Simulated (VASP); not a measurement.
Band structure of GaN (zinc blende). Level of theory: PBE GGA, VASP's PBE PAW potentials (set 64) (plane waves; VASP 6.6.1).

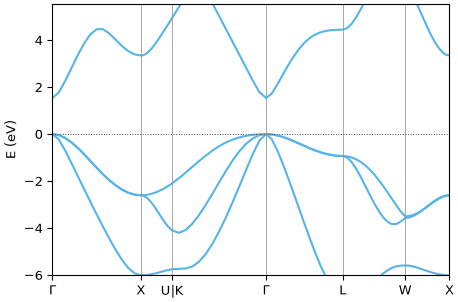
Fig. 1. Bands along high-symmetry lines, zero at the valence-band maximum or, without a gap, the Fermi level

### Question
Read the plot: is there a gap, and where are the band edges?

### Answer
The gap is direct, 1.54 eV, from the valence maximum at Γ to the conduction minimum at Γ. (Edges off the drawn lines would not show.)

The compound is GaN in the zinc blende structure, a metastable form; wurtzite is the usual one. It was relaxed first.
